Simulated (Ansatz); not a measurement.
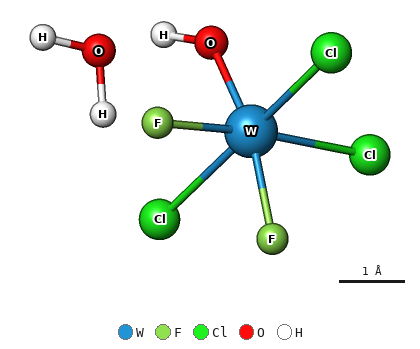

*The input geometry (ball-and-stick view, seen at a tilt). Sticks mark near contacts.*

Bond lengths as drawn: Cl–W 2.30 to 2.44 Å, F–W 1.89 Å, H–O 0.98 to 1.08 Å and O–W 1.82 Å.

Nudged elastic band, with input and output: WH3Cl3O2F2

- system: WH3Cl3O2F2
- method: RKS PBE/def2-SVP (Ansatz 0.2.0)

It belongs to a series of runs on one base structure; here: band between the two ends.

### Output
```
Engine: ansatz 0.2.0, aarch64-unknown-linux-gnu
Functional definition: PBE
  parameter kappa = 0.804
  parameter beta = 0.06672455060314922
  exchange = pbe_x(kappa = kappa, mu = beta*pi^2/3)
  correlation = pbe_c(beta = beta)
1648 factors; their error is unknown
mean field evaluation 1: about -48920.0364 eV, gradient 9.3e1 eV
mean field evaluation 2: about -48573.3192 eV, gradient 3.6e2 eV
mean field evaluation 4: about -48929.6928 eV, gradient 5.8e1 eV
mean field evaluation 8: about -48935.7123 eV, gradient 2.4e0 eV
mean field evaluation 16: about -48935.6360 eV, gradient 6.7e-3 eV
mean field -48935.63600298 eV, -1798.3514533442 hartree, gradient 1.9e-5 eV, S^2 0.000000; 0 other end points of the search recorded, 0 dependent functions left out
the calculation of the forces begins
reference -48935.63607349 eV, -1798.3514559352 hartree; 51, 51 occupied and 106, 106 virtual orbitals, 1648 factors
1648 factors; their error is unknown
mean field evaluation 32: about -48935.3659 eV, gradient 1.5e0 eV
mean field -48935.27341734 eV, -1798.3381285678 hartree, gradient 8.2e-6 eV, S^2 0.000000; 0 other end points of the search recorded, 0 dependent functions left out
[... from here on the field's lines of each further geometry are left out, up to the last ...]
NEB iter   1: max|band force component| = 9.574e1 eV/Å  barrier→ = 27.8948 eV  barrier← = 27.5322 eV  Δτ_max = 0.2000 Å  (707 SCF iters)
NEB iter   2: max|band force component| = 3.635e1 eV/Å  barrier→ = 12.2647 eV  barrier← = 11.9021 eV  Δτ_max = 0.2000 Å  (251 SCF iters)
NEB iter   3: max|band force component| = 1.849e1 eV/Å  barrier→ = 5.4288 eV  barrier← = 5.0662 eV  Δτ_max = 0.1967 Å  (239 SCF iters)
NEB iter   4: max|band force component| = 7.974e0 eV/Å  barrier→ = 3.1471 eV  barrier← = 2.7846 eV  Δτ_max = 0.2000 Å  (216 SCF iters)
NEB iter   5: max|band force component| = 3.932e0 eV/Å  barrier→ = 2.5041 eV  barrier← = 2.1416 eV  Δτ_max = 0.1957 Å  (200 SCF iters)
NEB iter   6: max|band force component| = 3.028e0 eV/Å  barrier→ = 2.2114 eV  barrier← = 1.8488 eV  Δτ_max = 0.1974 Å  (203 SCF iters)
NEB iter   7: max|band force component| = 2.064e0 eV/Å  barrier→ = 1.9709 eV  barrier← = 1.6083 eV  Δτ_max = 0.2000 Å  (193 SCF iters)
NEB iter   8: max|band force component| = 1.345e0 eV/Å  barrier→ = 2.0238 eV  barrier← = 1.6612 eV  Δτ_max = 0.2000 Å  (189 SCF iters)
NEB iter   9: max|band force component| = 7.957e-1 eV/Å  barrier→ = 1.7831 eV  barrier← = 1.4206 eV  Δτ_max = 0.2000 Å  (189 SCF iters)
NEB iter  10: max|band force component| = 9.028e-1 eV/Å  barrier→ = 1.6200 eV  barrier← = 1.2574 eV  Δτ_max = 0.1022 Å  (189 SCF iters)
NEB iter  11: max|band force component| = 1.956e0 eV/Å  barrier→ = 1.5685 eV  barrier← = 1.2059 eV  Δτ_max = 0.0456 Å  (188 SCF iters)
NEB iter  12: max|band force component| = 4.584e-1 eV/Å  barrier→ = 1.5037 eV  barrier← = 1.1411 eV  CI = image 3  Δτ_max = 0.0982 Å  (181 SCF iters)
NEB iter  13: max|band force component| = 2.893e-1 eV/Å  barrier→ = 1.4661 eV  barrier← = 1.1035 eV  CI = image 3  Δτ_max = 0.0995 Å  (172 SCF iters)
NEB iter  14: max|band force component| = 2.638e-1 eV/Å  barrier→ = 1.4316 eV  barrier← = 1.0690 eV  CI = image 3  Δτ_max = 0.0986 Å  (175 SCF iters)
NEB iter  15: max|band force component| = 3.859e-1 eV/Å  barrier→ = 1.4087 eV  barrier← = 1.0461 eV  CI = image 3  Δτ_max = 0.0495 Å  (186 SCF iters)
NEB iter  16: max|band force component| = 5.424e-1 eV/Å  barrier→ = 1.3850 eV  barrier← = 1.0225 eV  CI = image 3  Δτ_max = 0.0250 Å  (174 SCF iters)
NEB iter  17: max|band force component| = 5.001e-1 eV/Å  barrier→ = 1.3858 eV  barrier← = 1.0232 eV  CI = image 3  Δτ_max = 0.0500 Å  (166 SCF iters)
NEB iter  18: max|band force component| = 4.346e-1 eV/Å  barrier→ = 1.3889 eV  barrier← = 1.0263 eV  CI = image 3  Δτ_max = 0.0999 Å  (175 SCF iters)
NEB iter  19: max|band force component| = 4.420e-1 eV/Å  barrier→ = 1.3696 eV  barrier← = 1.0070 eV  CI = image 3  Δτ_max = 0.1002 Å  (182 SCF iters)
NEB iter  20: max|band force component| = 4.965e-1 eV/Å  barrier→ = 1.3574 eV  barrier← = 0.9948 eV  CI = image 3  Δτ_max = 0.1959 Å  (173 SCF iters)
NEB iter  21: max|band force component| = 4.100e-1 eV/Å  barrier→ = 1.3602 eV  barrier← = 0.9976 eV  CI = image 3  Δτ_max = 0.1039 Å  (188 SCF iters)
NEB iter  22: max|band force component| = 3.860e-1 eV/Å  barrier→ = 1.3855 eV  barrier← = 1.0229 eV  CI = image 3  Δτ_max = 0.0640 Å  (185 SCF iters)
NEB iter  23: max|band force component| = 2.088e-1 eV/Å  barrier→ = 1.4000 eV  barrier← = 1.0375 eV  CI = image 3  Δτ_max = 0.0362 Å  (175 SCF iters)
NEB iter  24: max|band force component| = 1.495e-1 eV/Å  barrier→ = 1.4031 eV  barrier← = 1.0405 eV  CI = image 3  Δτ_max = 0.0380 Å  (174 SCF iters)
NEB iter  25: max|band force component| = 9.400e-2 eV/Å  barrier→ = 1.4030 eV  barrier← = 1.0404 eV  CI = image 3  Δτ_max = 0.0214 Å  (175 SCF iters)
NEB iter  26: max|band force component| = 8.435e-2 eV/Å  barrier→ = 1.4021 eV  barrier← = 1.0395 eV  CI = image 3  Δτ_max = 0.0138 Å  (173 SCF iters)
NEB iter  27: max|band force component| = 4.503e-2 eV/Å  barrier→ = 1.4009 eV  barrier← = 1.0383 eV  CI = image 3  Δτ_max = 0.0201 Å  (176 SCF iters)
NEB iter  28: max|band force component| = 1.046e-1 eV/Å  barrier→ = 1.3999 eV  barrier← = 1.0373 eV  CI = image 3  Δτ_max = 0.0101 Å  (34 SCF iters)
NEB iter  29: max|band force component| = 7.386e-2 eV/Å  barrier→ = 1.3991 eV  barrier← = 1.0365 eV  CI = image 3  Δτ_max = 0.0050 Å  (175 SCF iters)
NEB iter  30: max|band force component| = 4.846e-2 eV/Å  barrier→ = 1.3987 eV  barrier← = 1.0361 eV  CI = image 3  Δτ_max = 0.0101 Å  (168 SCF iters)
the calculation of the forces begins
reference -48935.09510637 eV, -1798.3315757602 hartree; 51, 51 occupied and 106, 106 virtual orbitals, 1648 factors
1648 factors; their error is unknown
mean field evaluation 1440: about -48923.9734 eV, gradient 7.2e1 eV
mean field -48934.23813853 eV, -1798.3000827729 hartree, gradient 1.9e-5 eV, S^2 0.000000; 1 other end points of the search recorded, 0 dependent functions left out
the calculation of the forces begins
reference -48934.23821207 eV, -1798.3000854756 hartree; 51, 51 occupied and 106, 106 virtual orbitals, 1648 factors
NEB iter  31: max|band force component| = 3.672e-2 eV/Å  barrier→ = 1.3979 eV  barrier← = 1.0353 eV  CI = image 3  Δτ_max = 0.0000 Å  (218 SCF iters)
```

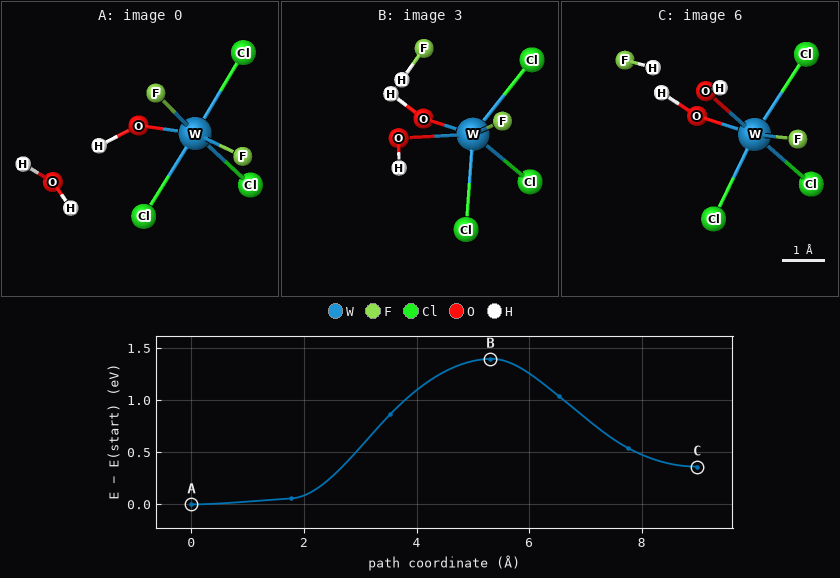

*Images of the last band (counted from 0; ball-and-stick, seen at a tilt) above the energy along the path; the line is a cubic interpolation that uses the forces.*

The highest image is number 3, 1.398 eV above the start and 1.035 eV above the end (the climbing image); the end lies 0.363 eV above the start. The path is 8.98 Å long. The band converged in 31 iterations.

```
Total energy: -48934.23821207 eV, -1798.3000854756 hartree
Atom 0 at    -0.319227     0.204881    -0.348174 Å, force    -0.005586    -0.021414    -0.013803 eV/Å
Atom 1 at     0.352638     0.838558     1.928681 Å, force     0.013830    -0.002259     0.007747 eV/Å
Atom 2 at     1.939811    -0.362945    -0.146834 Å, force    -0.008618    -0.006024     0.001457 eV/Å
Atom 3 at     0.051453     2.034267    -0.442300 Å, force     0.002799     0.035017     0.023069 eV/Å
Atom 4 at     0.094929     2.634689     0.330799 Å, force    -0.003852    -0.034859    -0.020748 eV/Å
Atom 5 at    -2.467356    -0.364070    -1.288548 Å, force     0.028735    -0.004451     0.000136 eV/Å
Atom 6 at    -0.546014    -1.402312     0.600150 Å, force     0.000727     0.000640     0.012938 eV/Å
Atom 7 at     0.159978     0.015750    -2.609147 Å, force    -0.000045     0.012187    -0.017347 eV/Å
Atom 8 at    -1.703885     0.897713     1.000424 Å, force    -0.028594     0.021459    -0.002064 eV/Å
Atom 9 at    -2.545283     0.397966     0.943720 Å, force     0.024436     0.004569     0.030814 eV/Å
Atom 10 at    -0.669044     0.889905     1.947333 Å, force    -0.023831    -0.004864    -0.022199 eV/Å
Dipole moment:    -0.243984     0.483731     0.324280 e Å
this run last wrote the band of iteration 31 to [file]; this run last wrote the band within `neb.f_tol` of iteration 30 to [file]
```

### The last band as extended XYZ (Å, eV, eV/Å)
```
11
Properties=species:S:1:pos:R:3:forces:R:3 image=0 energy=-48935.63600
W     0.3663   -0.3200   -0.2060    0.0258   0.0196   0.0038
F     0.5424   -0.7183    1.6341   -0.0023   0.0021   0.0052
Cl    2.6631   -0.2138   -0.3204   -0.0028   0.0001   0.0000
O     0.0351    1.4368    0.1314   -0.0244   0.0005   0.0052
H    -0.8188    2.0246    0.4278    0.0255  -0.0140  -0.0100
Cl   -2.0406   -0.5766    0.0644   -0.0078   0.0053   0.0034
F     0.2578   -2.1861   -0.4572   -0.0049  -0.0140  -0.0051
Cl    0.1690   -0.0759   -2.4997   -0.0032   0.0024  -0.0029
O    -2.1196    2.4166    0.7980   -0.0026   0.0043   0.0032
H    -2.5325    1.5407    0.5697   -0.0019  -0.0071  -0.0022
H    -2.1742    2.4565    1.7740   -0.0014   0.0007  -0.0005
11
Properties=species:S:1:pos:R:3:forces:R:3 image=1 energy=-48935.57895
W     0.2276   -0.1943   -0.3664    0.0028  -0.0014  -0.0019
F    -0.0006   -0.1202    1.5352   -0.0070  -0.0136   0.0010
Cl    2.5115   -0.1019   -0.0757    0.0036   0.0082   0.0019
O    -0.0971    1.6042   -0.3412    0.0006  -0.0072   0.0052
H    -0.8223    2.0699    0.2964   -0.0070  -0.0049   0.0037
Cl   -2.1658   -0.4539   -0.5045   -0.0004  -0.0054   0.0113
F     0.1880   -2.0625   -0.0964    0.0103  -0.0099  -0.0142
Cl    0.4365   -0.4045   -2.6438   -0.0018  -0.0006  -0.0019
O    -1.9063    2.1979    1.2368    0.0009   0.0043   0.0011
H    -2.4819    1.4960    0.8436    0.0035   0.0163  -0.0030
H    -1.5417    1.7537    2.0321   -0.0053   0.0142  -0.0031
11
Properties=species:S:1:pos:R:3:forces:R:3 image=2 energy=-48934.76821
W     0.0773    0.0151   -0.3581    0.1508  -0.0619  -0.0206
F     0.3457    0.4544    1.5113    0.0178  -0.1811  -0.1661
Cl    2.3376   -0.4589   -0.2017    0.1515  -0.0317  -0.0652
O    -0.0253    1.8639   -0.5017   -0.0419  -0.0621  -0.0001
H    -0.5566    2.3289    0.2039   -0.2541  -0.1145  -0.0068
Cl   -2.1930   -0.2276   -1.0496    0.0948   0.0775   0.0964
F    -0.3463   -1.6291    0.4487    0.0854  -0.0949  -0.0959
Cl    0.4905   -0.2757   -2.6173    0.0927  -0.0490  -0.0246
O    -1.9319    1.6275    1.4031   -0.0949   0.2886   0.1586
H    -2.5196    0.9235    1.0551    0.0385   0.1801   0.0855
H    -1.3304    1.1624    2.0223   -0.2406   0.0491   0.0388
11
Properties=species:S:1:pos:R:3:forces:R:3 image=3 energy=-48934.23814
W    -0.3192    0.2049   -0.3482   -0.0056  -0.0214  -0.0138
F     0.3526    0.8386    1.9287    0.0138  -0.0023   0.0077
Cl    1.9398   -0.3629   -0.1468   -0.0086  -0.0060   0.0015
O     0.0515    2.0343   -0.4423    0.0028   0.0350   0.0231
H     0.0949    2.6347    0.3308   -0.0039  -0.0349  -0.0207
Cl   -2.4674   -0.3641   -1.2885    0.0287  -0.0045   0.0001
F    -0.5460   -1.4023    0.6001    0.0007   0.0006   0.0129
Cl    0.1600    0.0158   -2.6091    0.0000   0.0122  -0.0173
O    -1.7039    0.8977    1.0004   -0.0286   0.0215  -0.0021
H    -2.5453    0.3980    0.9437    0.0244   0.0046   0.0308
H    -0.6690    0.8899    1.9473   -0.0238  -0.0049  -0.0222
11
Properties=species:S:1:pos:R:3:forces:R:3 image=4 energy=-48934.59690
W    -0.3812    0.1222   -0.5300   -0.0398  -0.0431  -0.0849
F     0.1994    1.6560    2.2195   -0.0246   0.3040   0.1050
Cl    1.8386   -0.2530    0.0889   -0.0656  -0.0147   0.0538
O    -0.0457    1.9447   -0.4013   -0.0126  -0.0446  -0.0006
H     0.0801    2.3555    0.5003    0.0466  -0.1259   0.0883
Cl   -2.4705   -0.3291   -1.5514   -0.0378   0.0580  -0.0808
F    -0.5581   -1.5769    0.2660   -0.0450  -0.0715  -0.1369
Cl    0.3222   -0.0069   -2.7248    0.0156  -0.0095  -0.0577
O    -1.6115    0.6256    0.9525    0.0357  -0.0894   0.0040
H    -2.3835    0.0365    1.0765    0.0911  -0.0881   0.0808
H    -0.6418    1.2097    2.0198    0.0365   0.1247   0.0290
11
Properties=species:S:1:pos:R:3:forces:R:3 image=5 energy=-48935.09503
W    -0.3617    0.0421   -0.5885   -0.0074  -0.0174  -0.0192
F    -0.2234    2.3309    2.0025   -0.0774   0.1252  -0.0355
Cl    1.7876   -0.1699    0.3070   -0.0303  -0.0438   0.0453
O    -0.2110    1.8686   -0.4524   -0.0075  -0.0195   0.0122
H    -0.1590    2.3561    0.4501   -0.0122  -0.0137   0.0118
Cl   -2.4512   -0.2045   -1.6074   -0.0225   0.1089  -0.0293
F    -0.5391   -1.7420    0.0124   -0.0467  -0.0472  -0.0970
Cl    0.5149   -0.1907   -2.7100    0.0346  -0.0253  -0.0045
O    -1.3543    0.3642    1.1231    0.0588  -0.0651   0.0488
H    -1.8713   -0.3894    1.4724    0.1288  -0.0579   0.0861
H    -0.7837    1.5189    1.9070   -0.0183   0.0558  -0.0186
11
Properties=species:S:1:pos:R:3:forces:R:3 image=6 energy=-48935.27342
W    -0.2591   -0.0112   -0.5614    0.0093  -0.0157  -0.0012
F    -0.9326    2.6588    1.7075   -0.0016  -0.0078  -0.0036
Cl    1.8751   -0.3815    0.3183   -0.0035   0.0029  -0.0056
O    -0.1228    1.8075   -0.4420    0.0084   0.0031  -0.0044
H    -0.3912    2.4174    0.3534   -0.0045   0.0000   0.0072
Cl   -2.3898    0.0572   -1.5180   -0.0009  -0.0017   0.0003
F    -0.6511   -1.7990   -0.0730   -0.0034   0.0108   0.0004
Cl    0.6122   -0.3610   -2.6669    0.0002   0.0013  -0.0003
O    -1.0189    0.2679    1.2776   -0.0068   0.0063   0.0094
H    -1.3020   -0.5420    1.7481    0.0013  -0.0019  -0.0011
H    -1.0717    1.6704    1.7725    0.0014   0.0028  -0.0010
```

The run was set up as follows.

### Input file
```yaml
crystal:
  periodic: [false, false, false]
  atoms:
    - { symbol: W, position_ang: [0.366349, -0.320025, -0.205975] }
    - { symbol: F, position_ang: [0.5424, -0.718309, 1.63415] }
    - { symbol: Cl, position_ang: [2.663137, -0.213794, -0.320425] }
    - { symbol: O, position_ang: [0.035105, 1.436766, 0.131364] }
    - { symbol: H, position_ang: [-0.81884, 2.024576, 0.427821] }
    - { symbol: Cl, position_ang: [-2.040643, -0.576638, 0.064363] }
    - { symbol: F, position_ang: [0.257832, -2.186131, -0.457163] }
    - { symbol: Cl, position_ang: [0.169015, -0.075856, -2.499671] }
    - { symbol: O, position_ang: [-2.119622, 2.416621, 0.797991] }
    - { symbol: H, position_ang: [-2.532547, 1.540724, 0.56969] }
    - { symbol: H, position_ang: [-2.174186, 2.456465, 1.773959] }
basis:
  gaussian: { orbitals: def2-SVP }
hamiltonian:
  xc: pbe
neb:
  order_check: false
  images: 5
  f_tol: 0.05
  max_iterations: 60
  final_atoms:
    - { symbol: W, position_ang: [-0.25911153, -0.01124828, -0.5614223] }
    - { symbol: F, position_ang: [-0.93258222, 2.65876728, 1.70751273] }
    - { symbol: Cl, position_ang: [1.87511178, -0.38153446, 0.31832977] }
    - { symbol: O, position_ang: [-0.12283307, 1.80747998, -0.44195664] }
    - { symbol: H, position_ang: [-0.3911729, 2.41743064, 0.35344608] }
    - { symbol: Cl, position_ang: [-2.38982436, 0.0572131, -1.51802876] }
    - { symbol: F, position_ang: [-0.65107339, -1.79896374, -0.07301557] }
    - { symbol: Cl, position_ang: [0.612151, -0.36101771, -2.66691843] }
    - { symbol: O, position_ang: [-1.01889942, 0.26790455, 1.27757092] }
    - { symbol: H, position_ang: [-1.30201857, -0.54201872, 1.74806116] }
    - { symbol: H, position_ang: [-1.07174731, 1.67038636, 1.77252504] }
  initial_path:
    images:
      - { positions_ang: [[0.366349, -0.320025, -0.205975], [0.5424, -0.718309, 1.63415], [2.663137, -0.213794, -0.320425], [0.035105, 1.436766, 0.131364], [-0.81884, 2.024576, 0.427821], [-2.040643, -0.576638, 0.064363], [0.257832, -2.186131, -0.457163], [0.169015, -0.075856, -2.499671], [-2.119622, 2.416621, 0.797991], [-2.532547, 1.540724, 0.56969], [-2.174186, 2.456465, 1.773959]] }
      - { positions_ang: [[0.24094049, -0.21258792, -0.14820841], [0.36491547, -0.51709605, 1.8108081], [2.56866939, -0.15382683, -0.23233806], [0.03022373, 1.6042841, 0.11096854], [-0.75084712, 2.12413456, 0.08031947], [-2.16025775, -0.37160367, 0.03984657], [0.15895239, -2.07238247, -0.34836086], [0.10220617, -0.00745619, -2.4728468], [-1.93915156, 2.07436932, 0.78622056], [-2.50773065, 1.42807564, 0.48099136], [-1.75992056, 1.8884885, 1.80870353]] }
      - { positions_ang: [[0.11553197, -0.10515083, -0.09044183], [0.18743095, -0.3158831, 1.9874662], [2.47420178, -0.09385965, -0.14425112], [0.02534245, 1.7718022, 0.09057309], [-0.68285423, 2.22369313, -0.26718205], [-2.2798725, -0.16656935, 0.01533013], [0.06007278, -1.95863393, -0.23955873], [0.03539734, 0.06094362, -2.44602259], [-1.75868113, 1.73211764, 0.77445013], [-2.48291429, 1.31542728, 0.39229272], [-1.34565512, 1.320512, 1.84344805]] }
      - { positions_ang: [[-0.00987654, 0.00228625, -0.03267524], [0.00994642, -0.11467015, 2.1641243], [2.37973417, -0.03389248, -0.05616419], [0.02046118, 1.9393203, 0.07017763], [-0.61486135, 2.32325169, -0.61468358], [-2.39948726, 0.03846498, -0.0091863], [-0.03880684, -1.8448854, -0.13075659], [-0.03141149, 0.12934343, -2.41919839], [-1.57821069, 1.38986596, 0.76267969], [-2.45809794, 1.20277892, 0.30359408], [-0.93138968, 0.75253551, 1.87819258]] }
      - { positions_ang: [[-0.09295487, -0.00222526, -0.20892426], [-0.30422979, 0.80980899, 2.01192045], [2.21152671, -0.14977314, 0.06866713], [-0.02730357, 1.89537352, -0.10053379], [-0.54029853, 2.35464467, -0.29197369], [-2.39626629, 0.04471435, -0.51213379], [-0.24289569, -1.82957818, -0.11150958], [0.18310934, -0.03411028, -2.50177173], [-1.3917736, 1.01587882, 0.9343101], [-2.07273815, 0.62117971, 0.78508311], [-0.97817556, 1.05848579, 1.84297007]] }
      - { positions_ang: [[-0.1760332, -0.00673677, -0.38517328], [-0.61840601, 1.73428814, 1.85971659], [2.04331925, -0.2656538, 0.19349845], [-0.07506832, 1.85142675, -0.27124522], [-0.46573572, 2.38603766, 0.03073619], [-2.39304533, 0.05096372, -1.01508128], [-0.44698454, -1.81427096, -0.09226257], [0.39763017, -0.19756399, -2.58434508], [-1.20533651, 0.64189168, 1.10594051], [-1.68737836, 0.03958049, 1.26657213], [-1.02496143, 1.36443608, 1.80774755]] }
      - { positions_ang: [[-0.25911153, -0.01124828, -0.5614223], [-0.93258222, 2.65876728, 1.70751273], [1.87511178, -0.38153446, 0.31832977], [-0.12283307, 1.80747998, -0.44195664], [-0.3911729, 2.41743064, 0.35344608], [-2.38982436, 0.0572131, -1.51802876], [-0.65107339, -1.79896374, -0.07301557], [0.612151, -0.36101771, -2.66691843], [-1.01889942, 0.26790455, 1.27757092], [-1.30201857, -0.54201872, 1.74806116], [-1.07174731, 1.67038636, 1.77252504]] }
```

Run as:
```bash
ansatz run input.yaml --threads 4 --pin off --max-ram 5120MiB --backend cpu --events-out ev --progress --plain --runs-dir out
```

### Key numbers

```json
{"quantity": "outcome", "value": "converged"}
{"quantity": "barrier, forward", "value": "1.398 eV"}
{"quantity": "barrier, backward", "value": "1.035 eV"}
{"quantity": "hardware", "value": "4 threads of Arm Neoverse V1, 24 GiB of memory available, shared host"}
{"quantity": "wall time", "value": "8.2 min (CPU time 31 min)"}
{"quantity": "peak memory", "value": "0.3 GiB"}
```

### Notes

The order of the saddle point was not checked.
